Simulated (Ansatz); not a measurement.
**AsNH (quartet): wB97M-V, B2PLYP over vertical spin and charge gaps, def2-QZVPP**

How well do these functionals follow the top wave-function level for AsNH (quartet) over vertical spin and charge gaps?

Computed with Ansatz 0.2.0, Gaussian basis. Level: def2-QZVPP, all electrons in the functionals, frozen cores in the correlation of double hybrids and RPA.

To be run: wB97M-V, B2PLYP, at charge 0, quartet; charge 0, doublet; charge 0, sextet; charge 1, triplet; charge 1, quintet.

10 further runs of the same task are left out: 1 that didn't finish, 9 set aside as unsound or not needed. Runs told in other sessions of the task aren't counted.

### 1 What is computed

The geometry is a PBE0/def2-TZVP stationary point (not a proven minimum). No spin-orbit coupling is included. The filled d shell of As may be among the frozen orbitals whatever the setting's name suggests.

3 atoms, charge 0, spin multiplicity 4.

Atoms are counted from 1 here; the program's logs count them from 0.

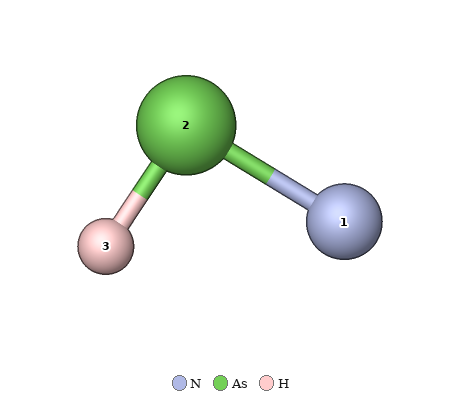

The structure; nitrogen light blue, arsenic green, hydrogen pink; atoms are numbered from 1 in the order of the file.

No dispersion term is added; wB97M-V holds VV10 nonlocal correlation.

The geometry shown and the zero of energy belong to the point charge 0, quartet. The yardstick, RCCSD(T), and other wave-function levels (R restricted, U unrestricted, valence and pair active spaces) come from earlier runs.

### 2 wB97M-V, charge 0, quartet

in.yaml reads:

```yaml
crystal:
  periodic: [false, false, false]
  atoms:
    - {symbol: N, position_ang: [0.000000, 0.032255, 1.647608]}
    - {symbol: As, position_ang: [0.000000, -0.026220, -0.302556]}
    - {symbol: H, position_ang: [0.000000, 1.500755, -0.406323]}
basis:
  gaussian: {orbitals: "def2-QZVPP.json"}
magnetization: {spin_polarized: true, initial_magnetization: 3}
hamiltonian: {xc: {name: wB97M-V}}
output: {orbitals: {seedname: orbitals}}
```

Command:

```console
> ansatz run in.yaml --threads 1 --pin off --events-out ev --progress --plain --max-ram 2393MiB
```

What it wrote (excerpt; [...] marks lines left out):

```text
Functional definition: wB97M-V
  name "wB97M-V"
  cite "Mardirossian & Head-Gordon, J. Chem. Phys. 144, 214110 (2016) doi:10.1063/1.4952647"
  cite "Becke, J. Chem. Phys. 107, 8554 (1997) doi:10.1063/1.475007"
  cite "Vydrov & Van Voorhis, J. Chem. Phys. 133, 244103 (2010) doi:10.1063/1.3521275"
  # Of w^i u^j: cxij and so on, Table III.
[...]
  gx(w, u) = 1 - cx + cx01*u + cx10*w
  gss(w, u) = css00 + css04*u^4 + css10*w + css20*w^2 + css43*w^4*u^3
  gos(w, u) = cos00 + cos10*w + (cos20 + cos21*u)*w^2 + (cos60 + cos61*u)*w^6
[...]
      + integral(e_c_pw_mod_opposite_spin*gos(b97_w_opposite, b97_u_opposite)) + vv10(b, c)
756 factors; their error is unknown
145 factors; integrals over basis functions are off by at most 1.4e-5 eV
[...]
mean field -62340.87453340 eV, -2290.9848829400 hartree, gradient 1.6e-5 eV, S^2 3.764373; 1 other end points of the search recorded, 0 dependent functions left out
reference -62340.87457107 eV, -2290.9848843243 hartree; 22, 19 occupied and 154, 157 virtual orbitals, 756 factors
Total energy: -62340.87457107 eV, -2290.9848843243 hartree
```

It took 28 s on 1 thread of Arm Neoverse V1, shared host; peak memory 0.46 GiB.

From the report: ⟨S²⟩ of the determinant 3.764 (pure quartet: 3.75).

### 3 wB97M-V, charge 0, doublet

Changes to in.yaml since step 2:

```diff
@@ -8,3 +8,3 @@
   gaussian: {orbitals: "def2-QZVPP.json"}
-magnetization: {spin_polarized: true, initial_magnetization: 3}
+magnetization: {spin_polarized: true, initial_magnetization: 1}
 hamiltonian: {xc: {name: wB97M-V}}
```

Launched as before.

What it wrote (excerpt; [...] marks lines left out):

```text
Functional definition: wB97M-V
  name "wB97M-V"
  cite "Mardirossian & Head-Gordon, J. Chem. Phys. 144, 214110 (2016) doi:10.1063/1.4952647"
  cite "Becke, J. Chem. Phys. 107, 8554 (1997) doi:10.1063/1.475007"
  cite "Vydrov & Van Voorhis, J. Chem. Phys. 133, 244103 (2010) doi:10.1063/1.3521275"
  # Of w^i u^j: cxij and so on, Table III.
[...]
  gx(w, u) = 1 - cx + cx01*u + cx10*w
  gss(w, u) = css00 + css04*u^4 + css10*w + css20*w^2 + css43*w^4*u^3
  gos(w, u) = cos00 + cos10*w + (cos20 + cos21*u)*w^2 + (cos60 + cos61*u)*w^6
[...]
      + integral(e_c_pw_mod_opposite_spin*gos(b97_w_opposite, b97_u_opposite)) + vv10(b, c)
756 factors; their error is unknown
145 factors; integrals over basis functions are off by at most 1.4e-5 eV
[...]
mean field -62341.95376038 eV, -2291.0245438001 hartree, gradient 5.3e-5 eV, S^2 1.260219; 2 other end points of the search recorded, 0 dependent functions left out
reference -62341.95379829 eV, -2291.0245451931 hartree; 21, 20 occupied and 155, 156 virtual orbitals, 756 factors
Total energy: -62341.95379829 eV, -2291.0245451931 hartree
```

It took 32 s on 1 thread of Arm Neoverse V1, shared host; peak memory 0.49 GiB.

From the report: ⟨S²⟩ of the determinant 1.260 (pure doublet: 0.75). The determinant of wB97M-V (⟨S²⟩ 1.26) is far from a pure spin state, so its energy mixes those of several spin states; that is harmless only where they are near-degenerate.

From charge 0, quartet: -1.079 eV.

### 4 wB97M-V, charge 0, sextet

Changes to in.yaml since step 3:

```diff
@@ -8,3 +8,3 @@
   gaussian: {orbitals: "def2-QZVPP.json"}
-magnetization: {spin_polarized: true, initial_magnetization: 1}
+magnetization: {spin_polarized: true, initial_magnetization: 5}
 hamiltonian: {xc: {name: wB97M-V}}
```

The command is unchanged.

What it wrote (excerpt; [...] marks lines left out):

```text
Functional definition: wB97M-V
  name "wB97M-V"
  cite "Mardirossian & Head-Gordon, J. Chem. Phys. 144, 214110 (2016) doi:10.1063/1.4952647"
  cite "Becke, J. Chem. Phys. 107, 8554 (1997) doi:10.1063/1.475007"
  cite "Vydrov & Van Voorhis, J. Chem. Phys. 133, 244103 (2010) doi:10.1063/1.3521275"
  # Of w^i u^j: cxij and so on, Table III.
[...]
  gx(w, u) = 1 - cx + cx01*u + cx10*w
  gss(w, u) = css00 + css04*u^4 + css10*w + css20*w^2 + css43*w^4*u^3
  gos(w, u) = cos00 + cos10*w + (cos20 + cos21*u)*w^2 + (cos60 + cos61*u)*w^6
[...]
      + integral(e_c_pw_mod_opposite_spin*gos(b97_w_opposite, b97_u_opposite)) + vv10(b, c)
756 factors; their error is unknown
145 factors; integrals over basis functions are off by at most 1.4e-5 eV
[...]
mean field -62336.17148291 eV, -2290.8120490224 hartree, gradient 5.4e-5 eV, S^2 8.758807; 0 other end points of the search recorded, 0 dependent functions left out
reference -62336.17151787 eV, -2290.8120503070 hartree; 23, 18 occupied and 153, 158 virtual orbitals, 756 factors
Total energy: -62336.17151787 eV, -2290.8120503070 hartree
```

Wall time 20 s (1 thread of Arm Neoverse V1, shared host); peak memory 0.45 GiB.

From the report: ⟨S²⟩ of the determinant 8.759 (pure sextet: 8.75).

From charge 0, quartet: +4.703 eV.

### 5 wB97M-V, charge 1, triplet

Changes to in.yaml since step 4:

```diff
@@ -8,3 +8,4 @@
   gaussian: {orbitals: "def2-QZVPP.json"}
-magnetization: {spin_polarized: true, initial_magnetization: 5}
+total_charge: 1
+magnetization: {spin_polarized: true, initial_magnetization: 2}
 hamiltonian: {xc: {name: wB97M-V}}
```

The command is unchanged.

What it wrote (excerpt; [...] marks lines left out):

```text
Functional definition: wB97M-V
  name "wB97M-V"
  cite "Mardirossian & Head-Gordon, J. Chem. Phys. 144, 214110 (2016) doi:10.1063/1.4952647"
  cite "Becke, J. Chem. Phys. 107, 8554 (1997) doi:10.1063/1.475007"
  cite "Vydrov & Van Voorhis, J. Chem. Phys. 133, 244103 (2010) doi:10.1063/1.3521275"
  # Of w^i u^j: cxij and so on, Table III.
[...]
  gx(w, u) = 1 - cx + cx01*u + cx10*w
  gss(w, u) = css00 + css04*u^4 + css10*w + css20*w^2 + css43*w^4*u^3
  gos(w, u) = cos00 + cos10*w + (cos20 + cos21*u)*w^2 + (cos60 + cos61*u)*w^6
[...]
      + integral(e_c_pw_mod_opposite_spin*gos(b97_w_opposite, b97_u_opposite)) + vv10(b, c)
756 factors; their error is unknown
145 factors; integrals over basis functions are off by at most 1.4e-5 eV
[...]
mean field -62331.91219886 eV, -2290.6555232207 hartree, gradient 7.4e-6 eV, S^2 2.014005; 4 other end points of the search recorded, 0 dependent functions left out
reference -62331.91223847 eV, -2290.6555246763 hartree; 21, 19 occupied and 155, 157 virtual orbitals, 756 factors
Total energy: -62331.91223847 eV, -2290.6555246763 hartree
```

It took 73 s on 1 thread of Arm Neoverse V1, shared host; peak memory 0.62 GiB.

From the report: ⟨S²⟩ of the determinant 2.014 (pure triplet: 2.00).

From charge 0, quartet: +8.962 eV.

### 6 wB97M-V, charge 1, quintet

Changes to in.yaml since step 5:

```diff
@@ -9,3 +9,3 @@
 total_charge: 1
-magnetization: {spin_polarized: true, initial_magnetization: 2}
+magnetization: {spin_polarized: true, initial_magnetization: 4}
 hamiltonian: {xc: {name: wB97M-V}}
```

Launched as before.

What it wrote (excerpt; [...] marks lines left out):

```text
Functional definition: wB97M-V
  name "wB97M-V"
  cite "Mardirossian & Head-Gordon, J. Chem. Phys. 144, 214110 (2016) doi:10.1063/1.4952647"
  cite "Becke, J. Chem. Phys. 107, 8554 (1997) doi:10.1063/1.475007"
  cite "Vydrov & Van Voorhis, J. Chem. Phys. 133, 244103 (2010) doi:10.1063/1.3521275"
  # Of w^i u^j: cxij and so on, Table III.
[...]
  gx(w, u) = 1 - cx + cx01*u + cx10*w
  gss(w, u) = css00 + css04*u^4 + css10*w + css20*w^2 + css43*w^4*u^3
  gos(w, u) = cos00 + cos10*w + (cos20 + cos21*u)*w^2 + (cos60 + cos61*u)*w^6
[...]
      + integral(e_c_pw_mod_opposite_spin*gos(b97_w_opposite, b97_u_opposite)) + vv10(b, c)
756 factors; their error is unknown
145 factors; integrals over basis functions are off by at most 1.4e-5 eV
[...]
mean field -62330.42497491 eV, -2290.6008687483 hartree, gradient 8.9e-5 eV, S^2 6.021182; 0 other end points of the search recorded, 0 dependent functions left out
reference -62330.42501368 eV, -2290.6008701731 hartree; 22, 18 occupied and 154, 158 virtual orbitals, 756 factors
Total energy: -62330.42501368 eV, -2290.6008701731 hartree
```

Run time: 17 s. Hardware: 1 thread of Arm Neoverse V1, shared host; peak memory 0.45 GiB.

From the report: ⟨S²⟩ of the determinant 6.021 (pure quintet: 6.00).

From charge 0, quartet: +10.450 eV.

### 7 B2PLYP, charge 0, quartet

in.yaml reads:

```yaml
crystal:
  periodic: [false, false, false]
  atoms:
    - {symbol: N, position_ang: [0.000000, 0.032255, 1.647608]}
    - {symbol: As, position_ang: [0.000000, -0.026220, -0.302556]}
    - {symbol: H, position_ang: [0.000000, 1.500755, -0.406323]}
basis:
  gaussian: {orbitals: "def2-QZVPP.json"}
magnetization: {spin_polarized: true, initial_magnetization: 3}
hamiltonian: {xc: {name: B2PLYP}}
correlation: {electrons: outside_noble_gas}
```

Launched as before.

What it wrote (excerpt; [...] marks lines left out):

```text
Functional definition: B2PLYP
  name "B2PLYP"
  cite "Grimme, J. Chem. Phys. 124, 034108 (2006) doi:10.1063/1.2148954"
  cite "Becke, Phys. Rev. A 38, 3098 (1988) doi:10.1103/PhysRevA.38.3098"
  cite "Lee, Yang & Parr, Phys. Rev. B 37, 785 (1988) doi:10.1103/PhysRevB.37.785"
[...]
1118 factors; integrals over basis functions are off by at most 1.1e-3 eV
[...]
mean field -62330.28359146 eV, -2290.5956730024 hartree, gradient 1.9e-6 eV, S^2 3.770947; 2 other end points of the search recorded, 0 dependent functions left out
15 core orbitals not correlated: weight in the atoms' cores, before any rotation towards them, 1.000 or more for the frozen orbitals, at most 0.000 for the correlated occupied ones
reference -62330.28372087 eV, -2290.5956777581 hartree; 7, 4 occupied and 154, 157 virtual orbitals, 1118 factors
second order -8.66397892 eV of doubles, -0.00000000 eV of singles
Total energy: -62332.62299517 eV, -2290.6816445033 hartree
```

Wall time 14 s (1 thread of Arm Neoverse V1, shared host); peak memory 0.41 GiB.

From the report: ⟨S²⟩ of the determinant 3.771 (pure quartet: 3.75).

### 8 B2PLYP, charge 0, doublet

Changes to in.yaml since step 7:

```diff
@@ -8,3 +8,3 @@
   gaussian: {orbitals: "def2-QZVPP.json"}
-magnetization: {spin_polarized: true, initial_magnetization: 3}
+magnetization: {spin_polarized: true, initial_magnetization: 1}
 hamiltonian: {xc: {name: B2PLYP}}
```

Launched as before.

What it wrote (excerpt; [...] marks lines left out):

```text
Functional definition: B2PLYP
  name "B2PLYP"
  cite "Grimme, J. Chem. Phys. 124, 034108 (2006) doi:10.1063/1.2148954"
  cite "Becke, Phys. Rev. A 38, 3098 (1988) doi:10.1103/PhysRevA.38.3098"
  cite "Lee, Yang & Parr, Phys. Rev. B 37, 785 (1988) doi:10.1103/PhysRevB.37.785"
[...]
1118 factors; integrals over basis functions are off by at most 1.1e-3 eV
[...]
mean field -62331.13932990 eV, -2290.6271208100 hartree, gradient 1.8e-6 eV, S^2 1.460414; 6 other end points of the search recorded, 0 dependent functions left out
15 core orbitals not correlated: weight in the atoms' cores, before any rotation towards them, 1.000 or more for the frozen orbitals, at most 0.000 for the correlated occupied ones
reference -62331.13945826 eV, -2290.6271255273 hartree; 6, 5 occupied and 155, 156 virtual orbitals, 1118 factors
second order -9.48107158 eV of doubles, -0.00000000 eV of singles
Total energy: -62333.69934759 eV, -2290.7211997249 hartree
```

Run time: 40 s. Hardware: 1 thread of Arm Neoverse V1, shared host; peak memory 0.51 GiB.

From the report: ⟨S²⟩ of the determinant 1.460 (pure doublet: 0.75). The determinant of B2PLYP (⟨S²⟩ 1.46) is far from a pure spin state, so its energy mixes those of several spin states; that is harmless only where they are near-degenerate.

From charge 0, quartet: -1.076 eV.

### 9 B2PLYP, charge 0, sextet

Changes to in.yaml since step 8:

```diff
@@ -8,3 +8,3 @@
   gaussian: {orbitals: "def2-QZVPP.json"}
-magnetization: {spin_polarized: true, initial_magnetization: 1}
+magnetization: {spin_polarized: true, initial_magnetization: 5}
 hamiltonian: {xc: {name: B2PLYP}}
```

Launched as before.

What it wrote (excerpt; [...] marks lines left out):

```text
Functional definition: B2PLYP
  name "B2PLYP"
  cite "Grimme, J. Chem. Phys. 124, 034108 (2006) doi:10.1063/1.2148954"
  cite "Becke, Phys. Rev. A 38, 3098 (1988) doi:10.1103/PhysRevA.38.3098"
  cite "Lee, Yang & Parr, Phys. Rev. B 37, 785 (1988) doi:10.1103/PhysRevB.37.785"
[...]
1118 factors; integrals over basis functions are off by at most 1.1e-3 eV
[...]
mean field -62325.76771807 eV, -2290.4297177165 hartree, gradient 9.3e-6 eV, S^2 8.763277; 0 other end points of the search recorded, 0 dependent functions left out
15 core orbitals not correlated: weight in the atoms' cores, before any rotation towards them, 0.999 or more for the frozen orbitals, at most 0.000 for the correlated occupied ones
reference -62325.76783921 eV, -2290.4297221682 hartree; 8, 3 occupied and 153, 158 virtual orbitals, 1118 factors
second order -7.76640349 eV of doubles, -0.00000000 eV of singles
Total energy: -62327.86476815 eV, -2290.5067828855 hartree
```

Run time: 12 s. Hardware: 1 thread of Arm Neoverse V1, shared host; peak memory 0.41 GiB.

From the report: ⟨S²⟩ of the determinant 8.763 (pure sextet: 8.75).

From charge 0, quartet: +4.758 eV.

### 10 B2PLYP, charge 1, triplet

Changes to in.yaml since step 9:

```diff
@@ -8,3 +8,4 @@
   gaussian: {orbitals: "def2-QZVPP.json"}
-magnetization: {spin_polarized: true, initial_magnetization: 5}
+total_charge: 1
+magnetization: {spin_polarized: true, initial_magnetization: 2}
 hamiltonian: {xc: {name: B2PLYP}}
```

Launched as before.

What it wrote (excerpt; [...] marks lines left out):

```text
Functional definition: B2PLYP
  name "B2PLYP"
  cite "Grimme, J. Chem. Phys. 124, 034108 (2006) doi:10.1063/1.2148954"
  cite "Becke, Phys. Rev. A 38, 3098 (1988) doi:10.1103/PhysRevA.38.3098"
  cite "Lee, Yang & Parr, Phys. Rev. B 37, 785 (1988) doi:10.1103/PhysRevB.37.785"
[...]
1118 factors; integrals over basis functions are off by at most 1.1e-3 eV
[...]
mean field -62321.29478902 eV, -2290.2653406055 hartree, gradient 1.0e-6 eV, S^2 2.016207; 6 other end points of the search recorded, 0 dependent functions left out
15 core orbitals not correlated: weight in the atoms' cores, before any rotation towards them, 1.000 or more for the frozen orbitals, at most 0.000 for the correlated occupied ones
reference -62321.29491089 eV, -2290.2653450843 hartree; 6, 4 occupied and 155, 157 virtual orbitals, 1118 factors
second order -8.59638160 eV of doubles, -0.00000000 eV of singles
Total energy: -62323.61593392 eV, -2290.3506411075 hartree
```

Wall time 55 s (1 thread of Arm Neoverse V1, shared host); peak memory 0.54 GiB.

From the report: ⟨S²⟩ of the determinant 2.016 (pure triplet: 2.00).

From charge 0, quartet: +9.007 eV.

### 11 B2PLYP, charge 1, quintet

Changes to in.yaml since step 10:

```diff
@@ -9,3 +9,3 @@
 total_charge: 1
-magnetization: {spin_polarized: true, initial_magnetization: 2}
+magnetization: {spin_polarized: true, initial_magnetization: 4}
 hamiltonian: {xc: {name: B2PLYP}}
```

Same command.

What it wrote (excerpt; [...] marks lines left out):

```text
Functional definition: B2PLYP
  name "B2PLYP"
  cite "Grimme, J. Chem. Phys. 124, 034108 (2006) doi:10.1063/1.2148954"
  cite "Becke, Phys. Rev. A 38, 3098 (1988) doi:10.1103/PhysRevA.38.3098"
  cite "Lee, Yang & Parr, Phys. Rev. B 37, 785 (1988) doi:10.1103/PhysRevB.37.785"
[...]
1118 factors; integrals over basis functions are off by at most 1.1e-3 eV
[...]
mean field -62320.17849942 eV, -2290.2243177194 hartree, gradient 8.4e-6 eV, S^2 6.030292; 0 other end points of the search recorded, 0 dependent functions left out
15 core orbitals not correlated: weight in the atoms' cores, before any rotation towards them, 0.999 or more for the frozen orbitals, at most 0.000 for the correlated occupied ones
reference -62320.17862651 eV, -2290.2243223898 hartree; 7, 3 occupied and 154, 158 virtual orbitals, 1118 factors
second order -7.14920567 eV of doubles, -0.00000000 eV of singles
Total energy: -62322.10891204 eV, -2290.2952590747 hartree
```

Wall time 11 s (1 thread of Arm Neoverse V1, shared host); peak memory 0.41 GiB.

From the report: ⟨S²⟩ of the determinant 6.030 (pure quintet: 6.00).

From charge 0, quartet: +10.514 eV.

### 12 The comparison

No level is safe as a reference over these points; RCCSD(T) serves as a yardstick only. It comes from earlier runs at the same points. Energies in eV, counted from charge 0, quartet; blanks weren't run or aren't comparable.

```csv
level,quartet to doublet,quartet to sextet,ionisation to the triplet cation,ionisation to the quintet cation
RCCSD(T),,4.601,9.018,10.442
wB97M-V,-1.079,4.703,8.962,10.450
B2PLYP,-1.076,4.758,9.007,10.514
```

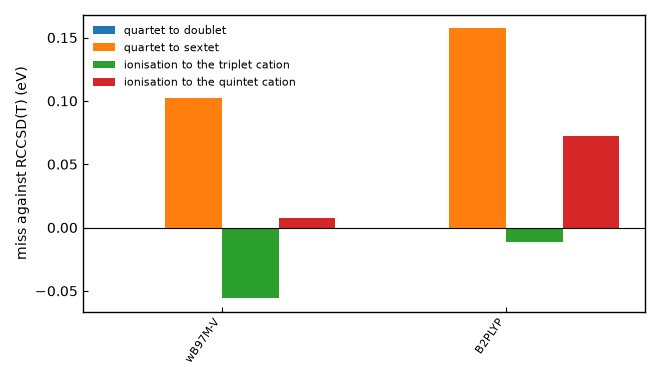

Misses of the gaps against RCCSD(T).

Largest miss and mean time a point (RCCSD(T) took 2.3 min a point; shared hosts):

```csv
level,largest miss (eV),where,time a point
wB97M-V,+0.102,quartet to sextet,34 s
B2PLYP,+0.157,quartet to sextet,26 s
```

### 13 Summary of results

| quantity | value |
| --- | --- |
| quartet to sextet, RCCSD(T) | 4.601 eV |
| ionisation to the triplet cation, RCCSD(T) | 9.018 eV |
| ionisation to the quintet cation, RCCSD(T) | 10.442 eV |
| largest miss, wB97M-V | +0.102 eV (quartet to sextet) |
| largest miss, B2PLYP | +0.157 eV (quartet to sextet) |

**Reading.** Misses are known at 3 of 4 points at best, and only functionals with that many are ranked. Of the functionals, wB97M-V keep the smallest largest miss at the points compared (at most 0.102 eV) and B2PLYP strays most (0.157 eV, at quartet to sextet). wB97M-V, B2PLYP clearly break the spin symmetry at some points (⟨S²⟩ up to 0.71 above the pure value), so energy there is bought with a mixed spin. Functionals and the yardstick converge differently with the basis, so part of each miss in def2-QZVPP is the basis. The yardstick itself may be off where one determinant is a poor start.
